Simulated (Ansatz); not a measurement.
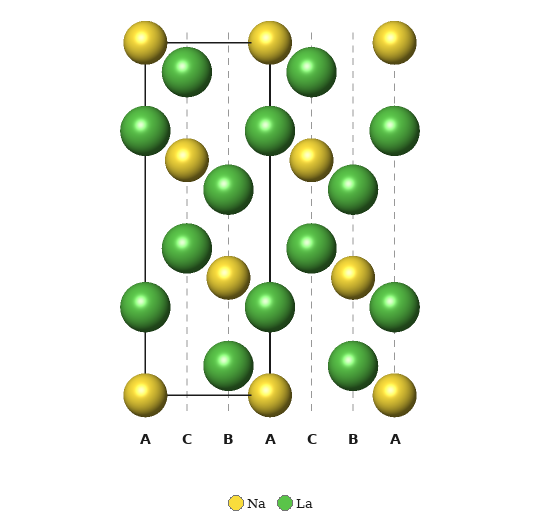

The picture looks along a close-packed row of the hexagonal mesh; [111] points upwards. The dashed lines mark the three columns A (0, 0), B (1/3, 2/3) and C (2/3, 1/3). The box is the hexagonal cell of the face-centred cubic lattice. The sequence starts with the first layer at or above the cell's origin.

NaLa₂. Coordinates: the geometry relaxed with DFT PBE, scalar-relativistic, plane waves, PAW (Ansatz 0.2.0); the starting structure was generated, so it need not be a known form of this composition.

Q: Read off the stacking sequence over one period.

A: Na(A) – La(B) – La(A) – Na(B) – La(C) – La(B) – Na(C) – La(A) – La(C) (nine layers in 13.60 Å).
